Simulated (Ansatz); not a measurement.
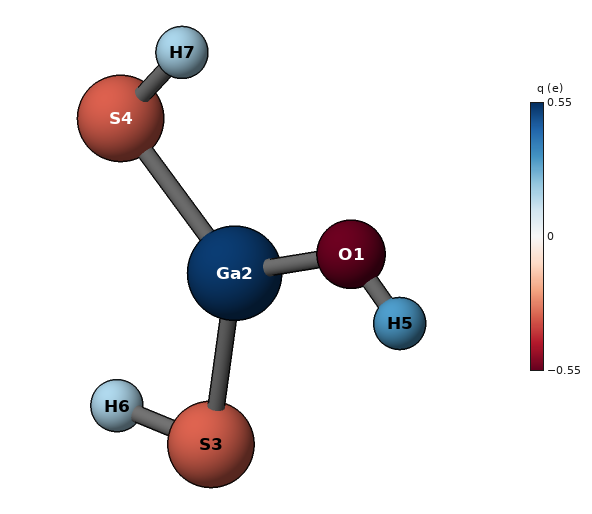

Atoms are coloured by their Mulliken charges. Computed geometry: PBE0-D4/def2-TZVP optimisation. No frequency run is at hand to confirm it as a minimum. Properties computed with RKS PBE0-D4/def2-TZVP (Ansatz 0.2.0).

List the Mulliken charges.

```json
{"atom": "O1", "value (e)": "−0.54"}
{"atom": "Ga2", "value (e)": "0.52"}
{"atom": "S3", "value (e)": "−0.33"}
{"atom": "S4", "value (e)": "−0.33"}
{"atom": "H5", "value (e)": "0.32"}
{"atom": "H6", "value (e)": "0.18"}
{"atom": "H7", "value (e)": "0.19"}
```

Mulliken values depend strongly on the basis set and can even reverse the polarity of a bond.
